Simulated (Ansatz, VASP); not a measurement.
**CdTe in two plane-wave programs**

Aim: how closely do two programs agree when they are given the same cell, functional and k mesh? The cell is taken from a series of VASP runs on this material, whose earlier steps may have relaxed, scaled or displaced it; both programs get it as it stands. Valence electrons are named where the data sets of a main pair hold unlike numbers.

Method: plane waves, with VASP 6.6.1 beside it; relaxation of cell and atoms at LDA and band structure at HSE06, in Ansatz 0.2.0.

**1. Starting point**

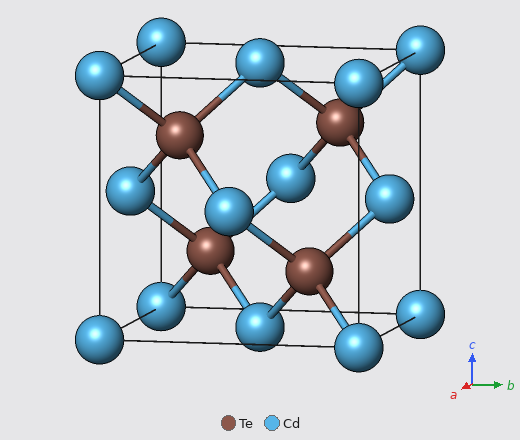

The starting structure, seen slightly off an axis (tellurium brown, cadmium blue). This picture shows the conventional cell, with its axes. Bonds to atoms that aren't drawn are left out. Some periodic images of atoms are drawn too.

**2. VASP: relaxation of cell and atoms, LDA**

The relaxed volume is the usual yardstick between codes: in a stiff, nearly cubic crystal its relative difference is about their pressure difference at one cell divided by the bulk modulus.

Lines of VASP's logs that name or quote its potential files are left out, and so is its time.

Input file INCAR:

```
SYSTEM = CdTe
PREC = Accurate
ENCUT = 450
EDIFF = 1E-06
NELM = 100
ISMEAR = 0
SIGMA = 0.03
LREAL = .FALSE.
ALGO = Normal
GGA = CA
NBANDS = 15
LORBIT = 11
LWAVE = .FALSE.
LCHARG = .FALSE.
KPAR = 4
IBRION = 2
NSW = 50
ISIF = 3
EDIFFG = -0.006
```

Input file POSCAR:

```
CdTe
1.0
    0.0000000000      3.2069283781      3.2069283781
    3.2069283781      0.0000000000      3.2069283781
    3.2069283781      3.2069283781      0.0000000000
Te Cd
1 1
Direct
    0.7500000000      0.7500000000      0.7500000000
    0.0000000000      0.0000000000      0.0000000000
```

Input file KPOINTS:

```
Automatic mesh
0
Gamma
6 6 6
0 0 0
```

The projector-augmented-wave data sets are Te and Cd (LDA family, release 64).

The run is started by

```
mpirun -np 4 vasp_std
```

Numbers of over 12 decimals in the logs are rounded to 6 here.

What it wrote:

```text
[banner, memory and clock lines left out]
running    4 mpi-ranks, on    1 nodes
 distrk:  each k-point on    1 cores,    4 groups
 distr:  one band on    1 cores,    1 groups

 POSCAR found type information on POSCAR TeCd
 POSCAR found :  2 types and       2 ions
 LDA part: xc-table for (Slater(with rela. corr.)+CA(PZ))
 , standard interpolation
 POSCAR, INCAR and KPOINTS ok, starting setup
 FFT: planning ... GRIDC
 FFT: planning ... GRID_SOFT
 FFT: planning ... GRID
 WAVECAR not read
 entering main loop
       N       E                     dE             d eps       ncg     rms          rms(c)
DAV:   1     0.946960351900E+02    0.94696E+02   -0.76873E+03   488   0.927E+02
DAV:   2    -0.268004376269E+01   -0.97376E+02   -0.92464E+02   564   0.242E+02
DAV:   3    -0.625408279823E+01   -0.35740E+01   -0.35692E+01   599   0.486E+01
DAV:   4    -0.628835539214E+01   -0.34273E-01   -0.34271E-01   713   0.408E+00
DAV:   5    -0.628843396862E+01   -0.78576E-04   -0.78576E-04   620   0.186E-01    0.601E+00
DAV:   6    -0.606822765194E+01    0.22021E+00   -0.39099E-01   529   0.831E+00    0.485E+00
DAV:   7    -0.604611688205E+01    0.22111E-01   -0.98639E-02   564   0.220E+00    0.177E+00
DAV:   8    -0.604418715965E+01    0.19297E-02   -0.10398E-02   550   0.128E+00    0.473E-01
DAV:   9    -0.604390471612E+01    0.28244E-03   -0.77189E-04   599   0.315E-01    0.126E-01
DAV:  10    -0.604389378302E+01    0.10933E-04   -0.91161E-05   567   0.876E-02    0.574E-02
DAV:  11    -0.604389775576E+01   -0.39727E-05   -0.21687E-05   579   0.425E-02    0.328E-02
DAV:  12    -0.604389676717E+01    0.98860E-06   -0.21232E-06   500   0.125E-02
   1 F= -.60438968E+01 E0= -.60438968E+01  d E =-.604390E+01
 curvature:   0.00 expect dE= 0.000E+00 dE for cont linesearch  0.000E+00
 trial: gam= 0.00000 g(F)=  0.492E-46 g(S)=  0.774E-04 ort = 0.000E+00 (trialstep = 0.100E+01)
 search vector abs. value=  0.774E-04
 bond charge predicted
       N       E                     dE             d eps       ncg     rms          rms(c)
DAV:   1    -0.604488153163E+01   -0.98378E-03   -0.18536E-02   557   0.165E+00    0.234E-01
DAV:   2    -0.604401800173E+01    0.86353E-03   -0.21993E-03   550   0.697E-01    0.765E-02
DAV:   3    -0.604393447886E+01    0.83523E-04   -0.17932E-04   550   0.135E-01    0.642E-02
DAV:   4    -0.604392036861E+01    0.14110E-04   -0.21753E-05   522   0.341E-02    0.105E-02
DAV:   5    -0.604391966410E+01    0.70450E-06   -0.21917E-06   519   0.191E-02
   2 F= -.60439197E+01 E0= -.60439197E+01  d E =-.228969E-04
 trial-energy change:   -0.000023  1 .order   -0.000021   -0.000077    0.000035
 step:   0.6879(harm=  0.6879)  dis= 0.00000  next Energy=    -6.043923 (dE=-0.266E-04)
 bond charge predicted
       N       E                     dE             d eps       ncg     rms          rms(c)
DAV:   1    -0.604401619131E+01   -0.95823E-04   -0.17754E-03   557   0.511E-01    0.716E-02
DAV:   2    -0.604393363499E+01    0.82556E-04   -0.21299E-04   550   0.217E-01    0.239E-02
DAV:   3    -0.604392570067E+01    0.79343E-05   -0.16990E-05   557   0.415E-02    0.199E-02
DAV:   4    -0.604392433690E+01    0.13638E-05   -0.20375E-06   493   0.104E-02    0.321E-03
DAV:   5    -0.604392426733E+01    0.69569E-07   -0.19039E-07   240   0.580E-03
   3 F= -.60439243E+01 E0= -.60439243E+01  d E =-.275002E-04
 curvature:  -0.34 expect dE=-0.393E-07 dE for cont linesearch -0.393E-07
 trial: gam=-0.03695 g(F)=  0.112E-46 g(S)=  0.114E-06 ort = 0.297E-05 (trialstep = 0.938E+00)
 search vector abs. value=  0.269E-09
 reached required accuracy - stopping structural energy minimisation
```

Parts of OUTCAR (step 2):

```text
ion  position               nearest neighbor table
   1  0.750  0.750  0.750-   2 2.78   2 2.78   2 2.78   2 2.78
   2  0.000  0.000  0.000-   1 2.78   1 2.78   1 2.78   1 2.78

  LATTYP: Found a face centered cubic cell.
 ALAT       =     6.4138567562

 Subroutine GETGRP returns: Found 24 space group operations
 (whereof 24 operations were pure point group operations)

The static configuration has the point symmetry T_d .

 Found     16 irreducible k-points:

   k-points           NKPTS =     16   k-points in BZ     NKDIM =     16   number of bands    NBANDS=     15

   dimension x,y,z NGX =    32 NGY =   32 NGZ =   32
   dimension x,y,z NGXF=    64 NGYF=   64 NGZF=   64

   ENCUT  =  450.0 eV  33.07 Ry    5.75 a.u.   7.84  7.84  7.84*2*pi/ulx,y,z

   NELECT =      18.0000    total number of electrons

 k-points in reciprocal lattice and weights: Automatic mesh
   0.00000000  0.00000000  0.00000000       0.005
   0.16666667  0.00000000  0.00000000       0.037
   0.33333333  0.00000000  0.00000000       0.037
   0.50000000  0.00000000  0.00000000       0.019
   0.16666667  0.16666667  0.00000000       0.028
   0.33333333  0.16666667  0.00000000       0.111
   0.50000000  0.16666667  0.00000000       0.111
  -0.33333333  0.16666667  0.00000000       0.111
  -0.16666667  0.16666667  0.00000000       0.056
[...]
-0.33333333  0.33333333  0.16666667       0.111
  -0.33333333  0.50000000  0.16666667       0.056

 average (electrostatic) potential at core
       1 -92.0873       2 -39.6654

 E-fermi :   2.6136

 k-point     1 :       0.0000    0.0000    0.0000
  band No.  band energies     occupation
    ...
      5      -5.6802      2.00000
      6      -5.6802      2.00000
      7       2.4370      2.00000
      8       2.4370      2.00000
      9       2.4370      2.00000
     10       3.0770      0.00000
     11       6.9142      0.00000
     12       6.9142      0.00000
     13       6.9142      0.00000
     14       9.6924      0.00000
    ...

 k-point     2 :       0.1667    0.0000    0.0000
  band No.  band energies     occupation
    ...
      5      -5.6815      2.00000
      6      -5.6815      2.00000
      7       0.5926      2.00000
      8       2.1898      2.00000
      9       2.1898      2.00000
     10       4.2063      0.00000
     11       7.0420      0.00000
     12       7.2680      0.00000
     13       7.2680      0.00000
     14      10.6956      0.00000
    ...

 k-point     3 :       0.3333    0.0000    0.0000
  band No.  band energies     occupation
    ...
      5      -5.6774      2.00000
      6      -5.5875      2.00000
      7      -1.3366      2.00000
      8       1.7811      2.00000
      9       1.7811      2.00000
     10       4.2380      0.00000
     11       7.5574      0.00000
     12       7.5574      0.00000
     13       8.6066      0.00000
     14      10.3042      0.00000
    ...

  Total        0.0012566      0.0012566      0.0012566     -0.0000000      0.0000000     -0.0000000
  in kB        0.0304725      0.0304725      0.0304725     -0.0000000      0.0000000     -0.0000000
  external PRESSURE =       0.0304725 kB  Pullay stress =       0.0000000 kB

  energy-cutoff  :      450.00
  volume of cell :       66.07
      direct lattice vectors                 reciprocal lattice vectors
     0.000000000  3.208668667  3.208668667    -0.155827869  0.155827869  0.155827869
     3.208668667 -0.000000000  3.208668667     0.155827869 -0.155827869  0.155827869
     3.208668667  3.208668667  0.000000000     0.155827869  0.155827869 -0.155827869

 POSITION                                       TOTAL-FORCE (eV/Angst)
 -----------------------------------------------------------------------------------
      4.81300      4.81300      4.81300         0.000000     -0.000000     -0.000000
      0.00000      0.00000      0.00000        -0.000000      0.000000      0.000000
 -----------------------------------------------------------------------------------
    total drift:                               -0.000000     -0.000000     -0.000000

  FREE ENERGIE OF THE ION-ELECTRON SYSTEM (eV)
  ---------------------------------------------------
  free  energy   TOTEN  =        -6.0439242673 eV

  energy  without entropy=       -6.0439242673  energy(sigma->0) =       -6.04392427

 reached required accuracy - stopping structural energy minimisation

 total charge
# of ion       s       p       d       tot
------------------------------------------
    1        1.356   2.064   0.025   3.445
    2        0.488   0.338   9.521  10.347
--------------------------------------------------
tot          1.844   2.402   9.546  13.792

[... 3 further parts left out ...]
```

CONTCAR:

```
CdTe
   1.00000000000000
     0.0000000000000000    3.2086686673534404    3.2086686673534404
     3.2086686673534404   -0.0000000000000000    3.2086686673534404
     3.2086686673534404    3.2086686673534404    0.0000000000000000
  Te              Cd
     1     1
Direct
     0.7500000000000000    0.7500000000000000    0.7500000000000000
     0.0000000000000000    0.0000000000000000    0.0000000000000000
```

The gap is read on the k-mesh alone, so it is an upper bound where the band edges lie off the mesh. The run keeps the 24 symmetry operations of its start, so it cannot find a distortion of lower symmetry.

**3. Ansatz: relaxation of cell and atoms, LDA**

Ansatz runs on its default PAW (the set named soft_2) files.

The same cell, functional (in two slightly different forms), mesh and smearing now go to Ansatz, which takes its cutoff from its data sets.

Input file input.yaml:

```yaml
crystal:
  lattice:
    - [0.0, 3.2069283781, 3.2069283781]
    - [3.2069283781, 0.0, 3.2069283781]
    - [3.2069283781, 3.2069283781, 0.0]
  atoms:
    - { symbol: Te, position: [0.75, 0.75, 0.75] }
    - { symbol: Cd, position: [0.0, 0.0, 0.0] }
hamiltonian:
  xc: lda
  pseudopotentials: { kind: paw }
kpoints:
  mp_grid: { grid: [6, 6, 6] }
scf:
  occupations: { method: gaussian, width: 0.03 }
relax:
  f_tol: 0.01
  max_steps: 60
  cell: { stress_tol: 0.05 }
output:
  forces: true
  stress: true
```

The run is started by

```
ansatz run input.yaml --threads 4 --pin off --max-ram 9216MiB --backend cpu --events-out ev --progress --plain --runs-dir out
```

What it wrote:

```text
Engine: ansatz 0.2.0, aarch64-unknown-linux-gnu
Pseudopotentials: kind: paw
Pseudopotential: Te, paw, valence charge 16, recommended cutoff 420 eV (normal), Te.paw.azcp
Pseudopotential: Cd, paw, valence charge 20, recommended cutoff 420 eV (normal), Cd.paw.azcp
Functional definition: SPW92
  exchange = slater_x
  correlation = pw_c
Crystal: 2 atoms, lattice volume = 65.963 Å³
Basis set: ecut = 420 eV, 1243 PW (Γ)
Bands: 22, of which v1, the nominal top of the filled ones, is band 18 counted from 1 (17 counted from 0)
Symmetry: 24 space group operations
Space group: F-43m (ITA 216), of the structure as read, at distance tolerance 4.0e-5 Å
k-points: 16 of 216 (time reversal used)
Non-local potential: Te, projectors of the file, l = 0: 2, l = 1: 2, l = 2: 2, l = 3: 2
Non-local potential: Cd, projectors of the file, l = 0: 3, l = 1: 2, l = 2: 2, l = 3: 1
PAW form: soft (Blöchl's): semilocal exchange-correlation on the pseudo side does not see the compensation charge
PAW frozen core: Te, regenerated for the run's functional, and the local potential with it (the file was generated under x = pbe(κ = 0.804, μ = 0.219515), c = pbe(β = 0.066725))
PAW frozen core: Cd, regenerated for the run's functional, and the local potential with it (the file was generated under x = pbe(κ = 0.804, μ = 0.219515), c = pbe(β = 0.066725))
PAW one-centre angular grid: Te, 590 points (default); XC on 64 Gauss nodes
PAW one-centre angular grid: Cd, 590 points (default); XC on 64 Gauss nodes
Initial density: superposition of atomic densities (neutral atoms: chi_scale 0, normalization atom), corrected by the library's trained network
Initial wavefunctions: pseudopotential atomic-orbital guess
Functional: x = slater, c = lda
SCF iter   1: F=—  HF=-14945.811242 eV  |F-HF|=—  |Δ(HF+E_count)|=         —  Δρ=6.50e-3  dr2=2.04e-2  ethr=1.77e-3  ⟨swp⟩=6.3  Hψ=1678  notcnv=0
preconditioner: auto → none  [insulator: Δε(μ)=0.565 eV  Ē_g=11.375 eV  σ=0.030 eV  W_gap=1.00  n_scr=14 (ndim 8)  ℏωp=19.4 eV  f_vac=0.179  D(μ)=0.00/eV (n_scr^D=0)  ε∞_Penn≈3.9]
SCF iter   2: F=—  HF=-14945.804265 eV  |F-HF|=—  |Δ(HF+E_count)|=   6.98e-3  Δρ=2.11e-3  dr2=1.28e-3  ethr=5.67e-5  ⟨swp⟩=3.1  Hψ=834  notcnv=0
SCF iter   3: F=—  HF=-14945.804167 eV  |F-HF|=—  |Δ(HF+E_count)|=   9.84e-5  Δρ=1.02e-3  dr2=3.04e-4  ethr=3.56e-6  ⟨swp⟩=2.1  Hψ=459  notcnv=0
SCF iter   4: F=—  HF=-14945.804161 eV  |F-HF|=—  |Δ(HF+E_count)|=   5.80e-6  Δρ=2.97e-4  dr2=5.52e-5  ethr=8.44e-7  ⟨swp⟩=2.0  Hψ=480  notcnv=0
SCF iter   5: F=—  HF=-14945.804141 eV  |F-HF|=—  |Δ(HF+E_count)|=   1.96e-5  Δρ=2.07e-5  dr2=2.74e-7  ethr=1.53e-7  ⟨swp⟩=2.0  Hψ=489  notcnv=0
SCF iter   6: F=-14945.804141 eV  HF=-14945.804141 eV  |F-HF|=1.99e-8  |Δ(HF+E_count)|=   9.85e-8  Δρ=7.76e-6  dr2=2.57e-8  ethr=2.78e-10  ⟨swp⟩=5.0  Hψ=1273  notcnv=0
SCF 1 converged in 6 iterations: F = -14945.804141 eV  dr2 = 2.57e-8
  greatest PAW one-centre occupation: 1.000 electrons in one spin orbital (limit 2), on the Cd atom at site 1 (counted from 0), in its partial waves of l = 0
relax step   1: F+E_penalty+E_count = -14945.80414114 eV  Δ(F+E_penalty+E_count) = +0.000e0 eV  max|allowed force component| = 8.211e-17 eV/Å  Δτ_max = 0.0000 Å  P = -0.092 GPa  Ω = 65.963 Å³  (6 SCF iters, dr2 threshold 1.00e-7 eV, accepted)
[...]
relax step   2: F+E_penalty+E_count = -14945.80420152 eV  Δ(F+E_penalty+E_count) = -6.037e-5 eV  max|allowed force component| = 1.185e-17 eV/Å  Δτ_max = 0.0000 Å  P = +0.057 GPa  Ω = 65.750 Å³  energy of the carried Pulay correction = +3.709e-5 eV  (4 SCF iters, dr2 threshold 2.10e-8 eV, accepted)
[...]
relax step   3: F+E_penalty+E_count = -14945.80420169 eV  Δ(F+E_penalty+E_count) = -1.741e-7 eV  max|allowed force component| = 1.706e-17 eV/Å  Δτ_max = 0.0000 Å  P = -0.000 GPa  Ω = 65.831 Å³  energy of the carried Pulay correction = +2.289e-5 eV  (4 SCF iters, dr2 threshold 8.12e-9 eV, accepted)
[...]
relax step   4: F+E_penalty+E_count = -14945.80417015 eV  Δ(F+E_penalty+E_count) = +3.154e-5 eV  max|allowed force component| = 2.313e-17 eV/Å  Δτ_max = 0.0000 Å  P = -0.000 GPa  Ω = 65.831 Å³  stress off target by 8.39e-6 GPa  SCF on the basis re-selected at this cell (its energy is not comparable with the rows above)  (4 SCF iters)
basis re-selected at this cell: Δ(F+E_penalty+E_count) = +3.154e-5 eV, ΔP = +0.000 GPa vs the last step (what re-selecting the basis moved, of the pressure what is left beyond the Pulay correction that the steps carried, after the strain that the cell walked since its last selection, with what the two solves' SCF thresholds leave and, on support functions, any second-order correction that the steps lacked; it is no m [...]
SCF converged after 4 iterations
Free energy (F): -14945.804170 eV
Harris-Foulkes:  -14945.804170 eV  (|F-HF|=0.00e0)
Internal energy: -14945.804170 eV  (E = F + TS)
E sigma→0 (E₀):  -14945.804170 eV
Fermi energy:    7.929205 eV
--- Per-component energies (eV) ---
  E_band       = -785.980485
  E_kinetic    = 687.591152
  E_local      = -5358.665753  (includes V_loc(G=0)·N_el)
  E_nonlocal   = -263.897925
  E_hartree    = 2699.954074
  E_xc         = -299.547350
  E_vxc        = -326.526774  (∫ρ·V_xc dr)
  E_paw        = -8457.692698  (= ΣΔE_a)
  E_vpaw       = -924.389186  (= ΣTr[D̂ρ^β])
  E_aug_tail   = -0.000223  (compensation charges beyond the density's cutoff)
  E_ewald      = -3954.990677
  E_core_change = 1.445230  (= ΣΔE_core)
  E_smearing   = -0.000000  (= −TS)
  E_closure    = 0.000000  (closes the sum)
  Σ components = -14945.804170   (vs F -14945.804170, Δ=0.00e0)
--- Forces (eV/Å), atoms counted from 1 ---
  atom   1  Te     0.00000000    -0.00000000    -0.00000000
  atom   2  Cd    -0.00000000    -0.00000000     0.00000000
  max |Σ_I F_I| component: 4.63e-17 eV/Å
--- Stress (GPa, compression-positive) ---
       -0.000008      -0.000000      -0.000000
       -0.000000      -0.000008       0.000000
       -0.000000       0.000000      -0.000008
  P = ⅓ Tr σ = -0.0000 GPa (-0.000 kbar)
--- Relaxed structure (3 steps of the walk, 3 accepted, 1 SCFs on fresh bases) ---
  F+E_penalty+E_count = -14945.80417015 eV   max|allowed force component| = 2.313e-17 eV/Å   (the final SCF, on the basis selected at the relaxed cell)
  cell:  # Å, volume = 65.8314 Å³
    - [0, 3.204801, 3.204801]
    - [3.204801, 0, 3.204801]
    - [3.204801, 3.204801, 0]
  atoms:
    - { symbol: Te, position: [0.75, 0.75, 0.75] }
    - { symbol: Cd, position: [0, 0, 0] }
```

It took 2.7 s on 4 threads of Arm Neoverse V1, shared host; peak memory 0.35 GiB.

**4. Side by side**

Known differences besides the potentials themselves: the two LDA forms differ slightly; both relaxations stop at a tolerance, which leaves soft axes loose, and VASP keeps its plane-wave basis; the data sets hold 36 valence electrons in Ansatz (on its default PAW (the set named soft_2) files) and 18 in VASP; the cutoff is 420 eV in Ansatz and 450 eV in VASP; VASP's log shows a relativistic correction to its local exchange, Ansatz's none; Ansatz adds a Pulay correction to the stress that steers its cell, VASP none. Total energies have different zeros and are not compared.

Compared:

```
                                         quantity  Ansatz   VASP  difference
                                      volume (Å³)   65.83  66.07     -0.36 %
edge a after relaxation, in the typed setting (Å)   4.532  4.538     -0.12 %
```

The walks stopped with 0.00 GPa left in Ansatz and 0.00 GPa in VASP; each walk ends within a tolerance, so the volume difference is uncertain by about these residues over the bulk modulus, most in soft cells.

(Part 1 of 2 ends here.)

[Lines on the potential files, build, host, timing and source positions are cut from VASP's logs without a mark.]

[Logs are printed without paths, hosts, clocks, repeated set-up lines and the standing remarks that a program may print on its own settings, such as how far it seeks lower states.]

[Hosts, paths, dates, database ids (printed as entryN), source tags and the programs' standing remarks are cut or masked in the printed files.]
